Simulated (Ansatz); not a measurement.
# One shape, several levels: doublet [N2]+

Aim: a comparison of 6 runs (UHF/STO-3G, UB3LYP/STO-3G, UHSE06/STO-3G, UPBE0/STO-3G, USVWN5/STO-3G, RPA@PBE/STO-3G) of doublet [N2]+. 

Program for the calculation: Ansatz 0.2.0.

29 further runs of the same task are left out: 15 that didn't finish, 14 set aside as unsound or not needed.

## (1) The structure to begin with

The species is [N2]+ (2 atoms), meant as a doublet with charge +1. SMILES of the parent species: `N#N`. The coordinates come from a PBE0-D4/def2-TZVP relaxation. That shape belongs to the parent species and isn't relaxed for this state.

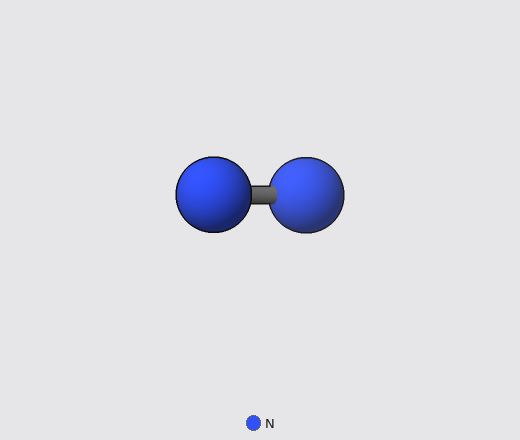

The structure, seen from a chosen angle (nitrogen blue).

## (2) A single-point energy at UHF/STO-3G (run 1)

input.yaml reads:

```yaml
basis:
  gaussian: {orbitals: STO-3G}
crystal:
  periodic: [false, false, false]
  atoms:
    - {symbol: N, position_ang: [0.465500, -0.150300, 0.239800]}
    - {symbol: N, position_ang: [-0.465500, 0.150300, -0.239800]}
total_charge: 1
magnetization: {spin_polarized: true, initial_magnetization: 1}
hamiltonian: {xc: hf}
accuracy: high
```

Command:

```sh
$ ansatz run input.yaml --threads 1 --pin off --max-ram 2610MiB --events-out events.jsonl --progress --plain --runs-dir runs
```

Output:

```text
Warning: RAYON_NUM_THREADS=1 ignored (pool sized by the plan → 1); use --threads N
Functional definition: HF
  name "HF"
  exchange = exact_x
  correlation = 0
150 factors; integrals over basis functions are off by at most 1.5e-8 eV
mean field evaluation 1: about -2910.3170 eV, gradient 5.3e0 eV
mean field evaluation 2: about -2910.3199 eV, gradient 5.4e0 eV
mean field evaluation 4: about -2910.5468 eV, gradient 7.6e-2 eV
mean field evaluation 8: about -2910.5472 eV, gradient 1.1e-4 eV
mean field evaluation 16: about -2910.5472 eV, gradient 1.3e-6 eV
mean field evaluation 32: about -2910.9136 eV, gradient 8.3e-4 eV
mean field evaluation 64: about -2910.9136 eV, gradient 3.3e-8 eV
mean field -2910.91357102 eV, -106.9741006469 hartree, gradient 3.3e-8 eV, S^2 1.086853; 3 other end points of the search recorded, 0 dependent functions left out
reference -2910.91357102 eV, -106.9741006469 hartree; 7, 6 occupied and 3, 4 virtual orbitals, 150 factors
Total energy: -2910.91357102 eV, -106.9741006469 hartree
```

It took 0.08 s on 1 thread of Intel Xeon Platinum 8375C at 2.90GHz (Ice Lake), shared host.

## (3) A single-point energy at UB3LYP/STO-3G (run 2)

molecule.yaml reads:

```yaml
crystal:
  periodic: [false, false, false]
  atoms:
    - {symbol: N, position_ang: [0.465500, -0.150300, 0.239800]}
    - {symbol: N, position_ang: [-0.465500, 0.150300, -0.239800]}
basis:
  gaussian: {orbitals: STO-3G}
total_charge: 1
magnetization: {spin_polarized: true, initial_magnetization: 1}
hamiltonian: {xc: {name: B3LYP}}
accuracy: high
```

Command:

```sh
$ ansatz run molecule.yaml --threads 1 --pin off --max-ram 2610MiB --events-out events.jsonl --progress --plain --runs-dir runs
```

Output:

```text
Warning: RAYON_NUM_THREADS=1 ignored (pool sized by the plan → 1); use --threads N
Functional definition: B3LYP
  name "B3LYP"
  parameter a0 = 0.2
  parameter ax = 0.72
  parameter ac = 0.81
  exchange = (1 - a0 - ax)*slater_x + ax*b88_x + a0*exact_x
  correlation = (1 - ac)*vwn_rpa_c + ac*lyp_c
150 factors; integrals over basis functions are off by at most 1.5e-8 eV
mean field evaluation 1: about -2924.7297 eV, gradient 2.5e0 eV
mean field evaluation 2: about -2924.7841 eV, gradient 3.2e-1 eV
mean field evaluation 4: about -2924.7447 eV, gradient 1.4e-1 eV
mean field evaluation 8: about -2924.7449 eV, gradient 2.6e-3 eV
mean field -2924.74487887 eV, -107.4823918352 hartree, gradient 2.9e-9 eV, S^2 0.752397; 0 other end points of the search recorded, 0 dependent functions left out
reference -2924.74489451 eV, -107.4823924099 hartree; 7, 6 occupied and 3, 4 virtual orbitals, 150 factors
Total energy: -2924.74489451 eV, -107.4823924099 hartree
```

Wall time 0.48 s (1 thread of Intel Xeon Platinum 8375C at 2.90GHz (Ice Lake), shared host).

Runs 3 to 5 aren't shown in full; the table further down has their settings and results.

## (4) A single-point energy at RPA@PBE/STO-3G (run 6)

job.yaml reads:

```yaml
basis:
  gaussian: {orbitals: STO-3G}
crystal:
  periodic: [false, false, false]
  atoms:
    - {symbol: N, position_ang: [0.465500, -0.150300, 0.239800]}
    - {symbol: N, position_ang: [-0.465500, 0.150300, -0.239800]}
total_charge: 1
magnetization: {spin_polarized: true, initial_magnetization: 1}
hamiltonian: {xc: {name: PBE}}
correlation: {method: rpa, frozen_orbitals: {"N": 1}}
accuracy: high
```

Command:

```sh
$ ansatz run job.yaml --threads 1 --pin off --max-ram 2610MiB --events-out events.jsonl --progress --plain --runs-dir runs
```

Output:

```text
Warning: RAYON_NUM_THREADS=1 ignored (pool sized by the plan → 1); use --threads N
Functional definition: PBE
  name "PBE"
  parameter kappa = 0.804
  parameter beta = 0.06672455060314922
  exchange = pbe_x(kappa = kappa, mu = beta*pi^2/3)
  correlation = pbe_c(beta = beta)
150 factors; integrals over basis functions are off by at most 1.5e-8 eV
mean field evaluation 1: about -2922.1259 eV, gradient 1.9e0 eV
mean field evaluation 2: about -2922.0730 eV, gradient 1.9e0 eV
mean field evaluation 4: about -2922.1038 eV, gradient 2.4e-2 eV
mean field evaluation 8: about -2922.1038 eV, gradient 2.5e-3 eV
mean field -2922.10381101 eV, -107.3853343815 hartree, gradient 1.1e-8 eV, S^2 0.751250; 0 other end points of the search recorded, 0 dependent functions left out
2 core orbitals not correlated: weight in the atoms' cores, before any rotation towards them, 1.000 or more for the frozen orbitals, at most 0.000 for the correlated occupied ones
reference -2910.33460339 eV, -106.9528239789 hartree; 5, 4 occupied and 3, 4 virtual orbitals, 150 factors
Total energy: -2917.69324259 eV, -107.2232489817 hartree
```

It took 0.46 s on 1 thread of Intel Xeon Platinum 8375C at 2.90GHz (Ice Lake), shared host; peak memory 0.11 GiB.

## (5) Overview of the runs

| run | level | frozen core orbitals | energy (Eh) | ⟨S²⟩ | wall time |
| --- | --- | --- | --- | --- | --- |
| 1 | UHF/STO-3G | – | -106.974101 | 1.087 | 0.08 s |
| 2 | UB3LYP/STO-3G | – | -107.482392 | 0.752 | 0.48 s |
| 3 | UHSE06/STO-3G | – | -107.380346 | 0.753 | 0.6 s |
| 4 | UPBE0/STO-3G | – | -107.385041 | 0.753 | 0.48 s |
| 5 | USVWN5/STO-3G | – | -106.606071 | 0.751 | 0.28 s |
| 6 | RPA@PBE/STO-3G | 2 | -107.223249 | 0.751 | 0.46 s |

## (6) Summary of results

```
                                quantity          value
                     run 6: total energy  -107.22325 Eh
 run 6: RPA correlation energy (valence)     -270.4 mEh
run 6: ⟨S²⟩ of the reference determinant          0.751
```

**Reading.** Totals of different functionals can't be ranked against each other. In runs 1, 2, 3, 4, 5, 6 the basis is minimal, so the values are rough. Spin contamination of the reference: run 1 ⟨S²⟩ = 1.09. All runs together took 2.4 s, the longest 0.6 s.
